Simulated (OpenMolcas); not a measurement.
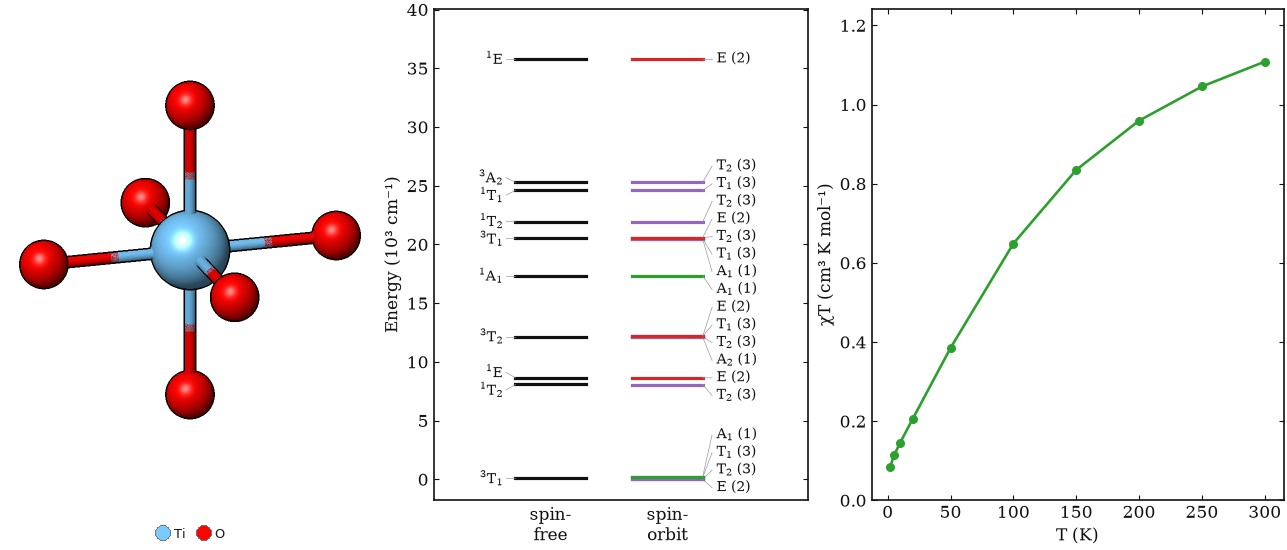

Ti²⁺ (3d²) as a dopant in CaO, a cluster with its 6 nearest O²⁻ at 2.405 Å (octahedron) embedded in model potentials and point charges; the geometry was set, not optimised, and its levels and susceptibility. Labels give the representation in O, Td, D4 or D3 as the site allows (double group for half-integer spin) where it could be assigned and, in brackets, the degeneracy; spin-free states, where drawn, share the zero of the spin-orbit levels. The calculation used state-averaged SS-CASPT2, IPEA shift 0.25, sigma2 shift 0.3 hartree, closed shells 3s 3p correlated, active space 2 electrons in the shell 3d, basis ANO-RCC-VTZP on the metal and ANO-RCC-VDZP on the ligands, DKH2 scalar Hamiltonian, spin-orbit coupling by RASSI with atomic mean-field integrals (OpenMolcas). Powder susceptibility by Van Vleck's formula.

> Give the ground level, the first gap and the ligand-field bands.

The ground level is E, doubly degenerate, 100 % from states of spin multiplicity 3. Its principal g values are all close to zero. The next level lies at 2.2 cm⁻¹ (T₂). The lowest spin-free state is ³T₁, from the free-ion F term; of the same spin there follow at 12,100 cm⁻¹ (³T₂), 20,500 cm⁻¹ (³T₁) and 25,200 cm⁻¹ (³A₂) above it. χT is 0.0844 cm³ K mol⁻¹ at 2 K and 1.11 at 300 K, an effective moment of 2.98 μB.

Known limits: the geometry is set by hand, with no relaxation and no charge compensation.
